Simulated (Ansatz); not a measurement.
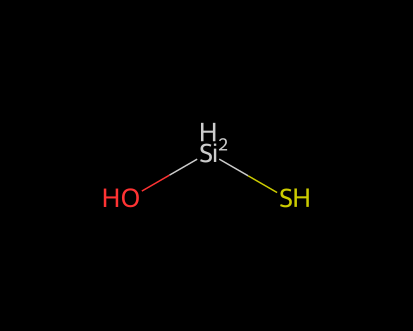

Structural formula above. The computed structure is the end point of a PBE-D4/def2-SVP optimisation. No frequency run is at hand to confirm it as a minimum.

What does the molecule look like in three dimensions?

The molecule is H4OSSi. As SMILES it reads `O[SiH2]S`. It has no ring. Among its groups: Si–H bond, Si–O bond. This geometry has C1 symmetry. Coordination: 1 O bent; 1 Si tetrahedral; 1 S bent.

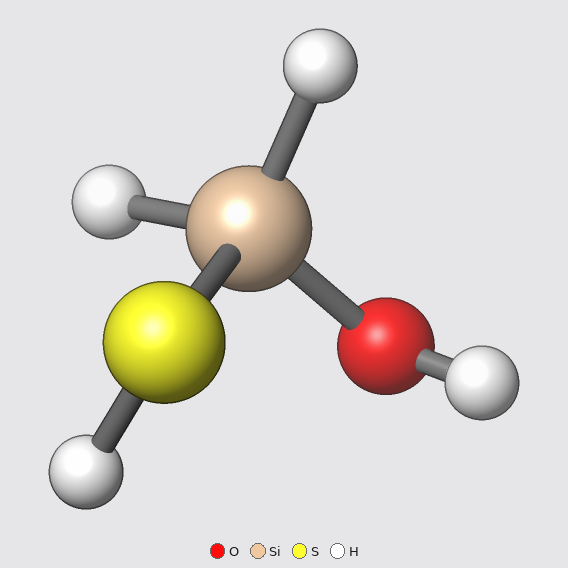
